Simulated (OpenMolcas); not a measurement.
# Cu⁴⁺ among point charges: CASSCF and CASPT2 levels and susceptibility

How does a field of 6 point charges split the states of Cu⁴⁺, and what χT follows?

Method: state-averaged CASSCF and CASPT2, spin-orbit coupling by RASSI with atomic mean-field integrals. Code: OpenMolcas 26.06.

## 1. The atom as given

```
Species                           : Cu⁴⁺ (copper, Z = 29, 25 electrons)
Basis                             : ANO-RCC-VDZP [5s4p2d1f], 34 functions
Scalar Hamiltonian                : DKH2, point nucleus
Inactive shells                   : 1s 2s 2p 3s 3p
Active space                      : 7 electrons in 5 orbitals (3d)
Some configurations of this space : 3d⁷
Orbitals                          : optimised for each spin and parity, averaged over all roots
```

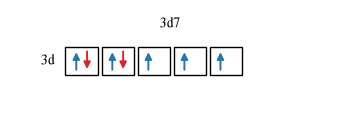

Occupation of the outer shells (arrows by Hund's rule).

The ion sits among 6 point charges of -2.2 e arranged as an octahedron (Oh), 1.91 Å from the ion.

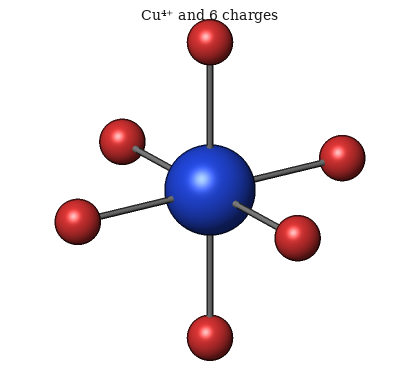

The ion and the point charges (red).

The work runs as a chain of OpenMolcas steps in one folder; each step below is one input file. Labels, J, g values, rates, χT and fits are worked out afterwards by a script from the matrices that RASSI stores. The input lists half of the charges; inversion (Group=XYZ) makes the rest.

## 2. Basis and integrals

The input, a.inp:

```
&GATEWAY
Coord
1

Cu 0.0 0.0 0.0
Basis=ANO-RCC-VDZP
Group=XYZ
NoMove
AngMom=0.0 0.0 0.0
AMFI
XField
3 Angstrom 0
1.910000 0.000000 0.000000 -2.200000
0.000000 1.910000 0.000000 -2.200000
0.000000 0.000000 1.910000 -2.200000
&SEWARD
```

Started as:

```bash
> OMP_NUM_THREADS=1 MOLCAS_MEM=1689 MOLCAS_PROJECT=a pymolcas a.inp > a.log
```

## 3. CASSCF: quartets of even parity, 10 roots

The input, a.inp:

```
&RASSCF
FileOrb=start.orb
Symmetry=1
Spin=4
nActEl=7 0 0
Inactive=3 6
Ras2=5 0
CIRoot=10 10 1
SDav=10
CIMx=300
Iter=120 100
PrWF=0.3
OrbListing=Nothing
MaxOrb=0
>>> COPY $Project.JobIph JOB001
```

start.orb holds the contracted functions of the basis, ordered by shell, or the orbitals of the step before.

## 4. Reference wave functions, doublets of even parity, 40 roots

The input, a.inp:

```
&RASSCF
FileOrb=start.orb
Symmetry=1
Spin=2
nActEl=7 0 0
Inactive=3 6
Ras2=5 0
CIRoot=40 40 1
SDav=40
CIMx=300
Iter=120 100
PrWF=0.3
OrbListing=Nothing
MaxOrb=0
>>> COPY $Project.JobIph JOB002
```

## 5. RASSI: spin-orbit coupling between the states

The input, a.inp:

```
&RASSI
NrOfJobIphs=2 10 40
1 2 3 4 5 6 7 8 9 10
1 2 3 4 5 6 7 8 9 10 11 12 13 14 15 16 17 18 19 20 21 22 23 24 25 26 27
28 29 30 31 32 33 34 35 36 37 38 39 40
IphNames
JOB001
JOB002
EJob
SpinOrbit
DIPRint=1.0
SOCoupling=1000.0
Subsets=2
Property=9
'ANGMOM' 1 'ANGMOM' 2 'ANGMOM' 3 'MLTPL  1' 1 'MLTPL  1' 2 'MLTPL  1' 3
'AMFI' 1 'AMFI' 2 'AMFI' 3
SOProperty=3
'ANGMOM' 1 'ANGMOM' 2 'ANGMOM' 3
```

## 6. CASPT2: IPEA 0.25, imaginary shift 0.1 (closed shells correlated: 3s 3p)

The input, a.inp:

```
>>> COPY JOB001 $Project.JobIph
&CASPT2
Multistate=10 1 2 3 4 5 6 7 8 9 10
NoMult
Frozen=2 3
IPEA=0.25
Imaginary=0.1
MaxIter=60
WThr=0.0 0.3 0.05
PrWF=0.5
NoMix
>>> COPY JOB002 $Project.JobIph
&CASPT2
Multistate=40 1 2 3 4 5 6 7 8 9 10 11 12 13 14 15 16 17 18 19 20 21 22
23 24 25 26 27 28 29 30 31 32 33 34 35 36 37 38 39 40
NoMult
Frozen=2 3
IPEA=0.25
Imaginary=0.1
MaxIter=60
WThr=0.0 0.3 0.05
PrWF=0.5
NoMix
```

(Steps that only read results are left out.)

Q: Predict the outcome of this session. Wanted: spin-free ground state; first state of the same spin within the active space; lowest level; next level.

As calculated:

| quantity | value |
| --- | --- |
| method | SS-CASPT2, IPEA 0.25, imaginary shift 0.1 (closed shells correlated: 3s 3p) |
| spin-free ground state | 4T1, 3-fold in its orbital part |
| first state of the same spin within the active space | 4T2 at 2500 cm⁻¹ |
| lowest level | 2-fold Γ6, g = 4.88, 4.88, 4.88 |
| next level | 501.7 cm⁻¹ |
| χT at 300 K | 4.18 cm³ K/mol |
| effective moment at 300 K | 5.78 μB |

Cost by method:

```tsv
method	time of its own steps	time with the reference
A. CASSCF	12 s	12 s
B. SS-CASPT2, IPEA 0.25, imaginary shift 0.1, +3s 3p	3 s	15 s
```

Times are of one thread on a shared host.

What this shows: The spin-free ground state (4T1) comes to 100 % from free-ion F terms and keeps the highest spin of the shell. χT at 300 K is 4.18, against 1.88 cm³ K/mol for the spin alone, so orbital moment adds to it. An active space of the d shell alone favours high spin; real ions in strong fields can be low spin. A ligand-field fit to the states below 45000 cm-1 gives 10Dq = 2845 cm-1, B = 1387 cm-1 and C = 5486 cm-1 (C/B = 3.96), with a deviation of 777 cm-1. CASPT2 does not keep the components of a term degenerate, and the means are used. The field of point charges can differ much from that of real complexes. With metal d orbitals alone active, the gaps between spin states are rough; where two lie within a few thousand cm-1, their order is open. Point charges carry no covalency, so the field is a model and not that of real ligands.
